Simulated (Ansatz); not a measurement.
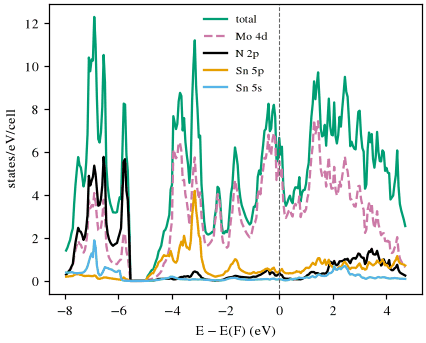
Total and projected density of states of SnMo2N in space group P6_3/mmc (No. 194; Sn on 2d, Mo on 4f, N on 2a), DFT-PBE in the program Ansatz with PAW potentials

**Question.** Which orbitals carry the states next to the Fermi level?

**Answer.** Within 0.5 eV of the Fermi level: Mo 4d 83 %, Sn 5p 8 %. Projections are on Löwdin-orthogonalised atomic valence shells; empty p or d shells of many metals are not among them.

**Question.** Where is the tallest occupied peak in this window, and what makes it?

**Answer.** Near -6.9 eV, about 12 states/eV per cell; the largest projected share is N 2p.

The start of the workflow was typed in or built on a structure type; neither database checked (COD, Materials Project) lists it. Whether it is the stable phase at ambient conditions was not checked. The PBE relaxation kept the symmetry of its start; whether a distortion lowers the energy is not shown. The workflow began spin-polarised and lost its moments. Scalar-relativistic: spin–orbit coupling is off unless named, which matters more the heavier the elements.

Potentials: the earlier of the program's two PAW sets.
